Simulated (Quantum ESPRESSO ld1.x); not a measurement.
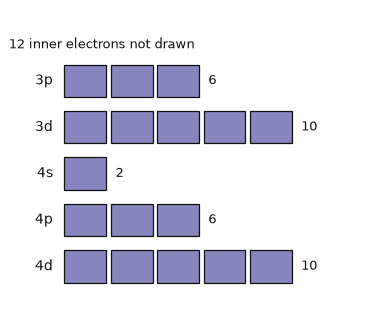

**Figure 1.** The outer shells as the input fills them: a box for each of the 2l + 1 orbitals, shaded by the share of the shell that is filled, with the electron count at the right.

## Run report: Pd, atomic calculation

- system: Pd, configuration typed as [Kr] 4d10.
- method: radial all-electron Kohn-Sham run of Quantum ESPRESSO ld1.x with rel=2, dft='PBESOL' as typed

### The input
```
 &input
    zed=46.0,
    iswitch=1,
    rel=2,
    dft='PBESOL',
    config='[Kr] 4d10',
    lsmall=.true.,
    rmax=1000.0,
    prefix='ld1',
    max_out_wfc=37,
    file_charge='ld1.rho',
 /
```

Hardware: 1 CPU thread, shared host.

Run as:
```bash
OMP_NUM_THREADS=1 ld1.x < ld1.in > ld1.out
```

### The program's output
```
     Program LD1 v.7.5 starts

     --------------------------- All-electron run ----------------------------

     dirac relativistic calculation

     atomic number is 46.00
     dft =PBESOL   lsd =0 sic =0 latt =0  beta=0.20 tr2=1.0E-14
     Exchange-correlation= PBESOL
                           (   1   4  10   8   0   0   0)
     mesh =2343 r(mesh) = 999.60340 a.u. xmin = -8.00 dx = 0.00800
     1 Ry =  13.60569312 eV, c = 137.03599908

     n l j   nl                  e(Ry)          e(Ha)          e(eV)
     Spin orbit split results
     1 0 0.5 1S 1( 2.00)     -1774.1786      -887.0893    -24138.9295
     2 0 0.5 2S 1( 2.00)      -258.9809      -129.4905     -3523.6148
     2 1 0.5 2P 1( 2.00)      -240.2573      -120.1287     -3268.8673
     2 1 1.5 2P 1( 4.00)      -228.5517      -114.2758     -3109.6042
     3 0 0.5 3S 1( 2.00)       -46.6712       -23.3356      -634.9944
     3 1 0.5 3P 1( 2.00)       -39.2819       -19.6409      -534.4570
     3 1 1.5 3P 1( 4.00)       -37.2414       -18.6207      -506.6953
     4 0 0.5 4S 1( 2.00)        -6.2621        -3.1311       -85.2007
     4 1 0.5 4P 1( 2.00)        -3.9823        -1.9911       -54.1815
     4 1 1.5 4P 1( 4.00)        -3.6553        -1.8277       -49.7334
     3 2 1.5 3D 1( 4.00)       -24.1463       -12.0732      -328.5278
     3 2 2.5 3D 1( 6.00)       -23.7394       -11.8697      -322.9903
     4 2 1.5 4D 1( 4.00)        -0.3175        -0.1587        -4.3196
     4 2 2.5 4D 1( 6.00)        -0.2854        -0.1427        -3.8835
     Averaged results
     1 0     1S 1( 2.00)     -1774.1786      -887.0893    -24138.9295
     2 0     2S 1( 2.00)      -258.9809      -129.4905     -3523.6148
     2 1     2P 1( 6.00)      -232.4536      -116.2268     -3162.6919
     3 0     3S 1( 2.00)       -46.6712       -23.3356      -634.9944
     3 1     3P 1( 6.00)       -37.9216       -18.9608      -515.9492
     4 0     4S 1( 2.00)        -6.2621        -3.1311       -85.2007
     4 1     4P 1( 6.00)        -3.7643        -1.8822       -51.2161
     3 2     3D 1(10.00)       -23.9021       -11.9511      -325.2053
     4 2     4D 1(10.00)        -0.2983        -0.1491        -4.0579

     final scf error:  8.9E-15 reached in  32 iterations

     Etot =  -10088.962540 Ry,   -5044.481270 Ha, -137267.328246 eV

     Ekin =   10537.258415 Ry,    5268.629208 Ha,  143366.704353 eV
     Encl =  -24461.731742 Ry,  -12230.865871 Ha, -332818.815334 eV
     Eh   =    4119.003469 Ry,    2059.501734 Ha,   56041.897166 eV
     Exc  =    -283.492682 Ry,    -141.746341 Ha,   -3857.114431 eV

     normalization and overlap integrals

     s(1S/1S) =  1.000000  <r> =   0.0319  <r2> =    0.0014  r(max) =   0.0207
     s(1S/2S) =  0.000000
     s(1S/3S) = -0.000000
     s(1S/4S) =  0.000000
     s(2S/2S) =  1.000000  <r> =   0.1380  <r2> =    0.0225  r(max) =   0.1166
     s(2S/3S) =  0.000000
     s(2S/4S) =  0.000000
     s(2P/2P) =  1.000000  <r> =   0.1172  <r2> =    0.0169  r(max) =   0.0910
     s(2P/3P) =  0.000000
     s(2P/4P) =  0.000000
     s(2P/2P) =  1.000000  <r> =   0.1221  <r2> =    0.0182  r(max) =   0.0947
     s(2P/3P) =  0.000000
     s(2P/4P) = -0.000000
     s(3S/3S) =  1.000000  <r> =   0.3793  <r2> =    0.1648  r(max) =   0.3435
     s(3S/4S) =  0.000000
     s(3P/3P) =  1.000000  <r> =   0.3714  <r2> =    0.1605  r(max) =   0.3274
     s(3P/4P) =  0.000000
     s(3P/3P) =  1.000000  <r> =   0.3822  <r2> =    0.1698  r(max) =   0.3380
     s(3P/4P) =  0.000000
     s(4S/4S) =  1.000000  <r> =   0.9467  <r2> =    1.0174  r(max) =   0.8482
     s(4P/4P) =  1.000000  <r> =   1.0225  <r2> =    1.2015  r(max) =   0.8899
     s(4P/4P) =  1.000000  <r> =   1.0551  <r2> =    1.2801  r(max) =   0.9188
     s(3D/3D) =  1.000000  <r> =   0.3557  <r2> =    0.1511  r(max) =   0.2812
     s(3D/4D) = -0.000000
     s(3D/3D) =  1.000000  <r> =   0.3592  <r2> =    0.1540  r(max) =   0.2835
     s(3D/4D) = -0.000000
     s(4D/4D) =  1.000000  <r> =   1.5676  <r2> =    3.1449  r(max) =   1.0957
     s(4D/4D) =  1.000000  <r> =   1.6041  <r2> =    3.3126  r(max) =   1.1045

     ------------------------ End of All-electron run ------------------------
```

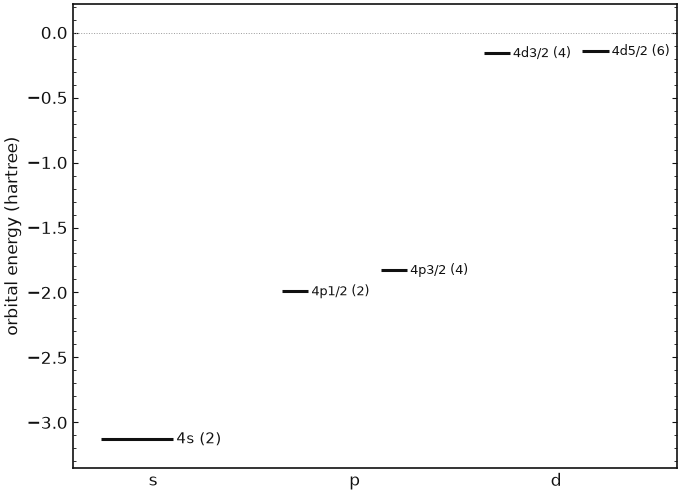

**Figure 2.** The outer levels are drawn by angular momentum (occupations in brackets, the lower j at the left of each column). They are the filled levels of this odd run. The highest occupied level is 4d5/2 at −0.143 hartree. The highest 4 occupied levels, from the top down, are 4d5/2 (−0.143 hartree), 4d3/2 (−0.159 hartree), 4p3/2 (−1.83 hartree), 4p1/2 (−1.99 hartree). Spin-orbit splittings: 4d 0.0160 hartree, 4p 0.163 hartree.

### Outcome

| quantity | value |
| --- | --- |
| outcome | converged |
| total energy | −5044.4813 hartree |
| kinetic energy | 5268.6292 hartree |
| electron–nucleus energy | −12230.8659 hartree |
| Hartree energy | 2059.5017 hartree |
| exchange–correlation energy | −141.746341 hartree |
| SCF iterations | 32 |
| wall time | 0.74 s |

### What is odd here

One thing in this input was made odd on purpose: rmax very large. The program ran to the end, and its total energy equals that of the same run with the usual input (−5044.48127 hartree) within 10⁻⁵ hartree, so the oddity leaves no trace in it.
